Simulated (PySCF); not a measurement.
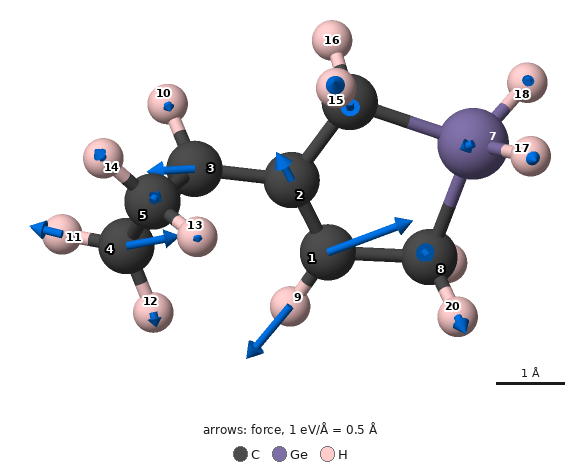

Starting geometry of C$_{7}$H$_{12}$Ge with the computed forces as blue arrows. The picture is a ball-and-stick view, seen at a tilt.

The start comes from GFN2-xTB. Its atoms were then displaced at random by about 0.01 Å.

Theory: PBE0-D3(BJ)/def2-SVP geometry optimisation, gas phase in PySCF 2.14.0, density-fitted response routines. 

### Is this structure relaxed? If not, where do the atoms go?

It isn't relaxed: the largest force vector, on a C atom, is 2.74 eV/Å. The final displacements have little in common with the starting forces (cosine between the two patterns 0.29). Over 9 geometry steps the energy falls by 4.31 kcal/mol. The largest move after the best rigid fit is that of an H atom, 0.095 Å. By element the largest moves are H 0.095 Å, C 0.057 Å, Ge 0.016 Å. Among the contacts that change: C–H 1.042 → 1.096 Å, C–C 1.527 → 1.497 Å, C–H 1.065 → 1.093 Å, Ge–H 1.516 → 1.541 Å. Bond angles that change, for instance: C–C–H 123.4° → 119.7°, H–Ge–H 105.7° → 108.8°, C–C–H 121.1° → 118.4°. The run took 9.6 min on 1 thread of Intel(R) Xeon(R) Processor @ 2.50GHz, on a shared host.
